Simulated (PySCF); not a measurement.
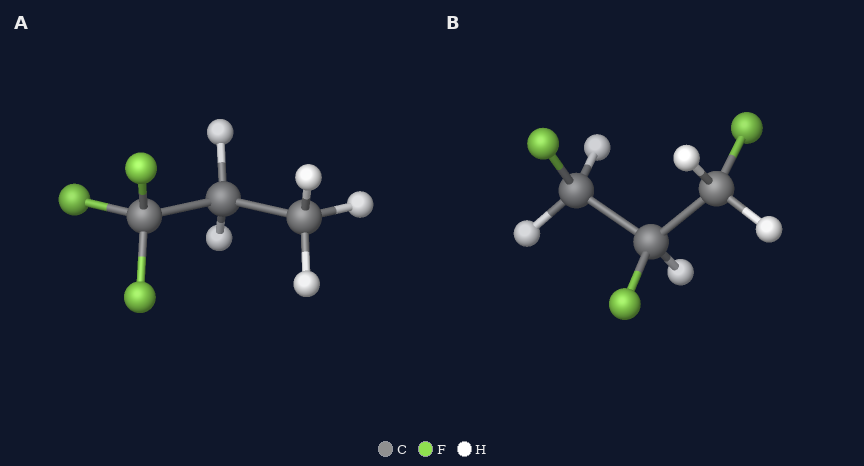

2 stationary structures of one formula. Geometries: PBE0-D3(BJ)/def2-SVP. Electronic energies: PBE0-D3(BJ)/def2-SVP (PySCF 2.14.0), without zero-point energy. No frequency run is at hand to confirm each as a minimum. Each is one conformer, not always the lowest.

> Which is lowest in energy, and by how much?

A is lowest; B lies 127.1 kJ/mol above it. A is `CCC(F)(F)F`, B is `FCC(F)CF`.
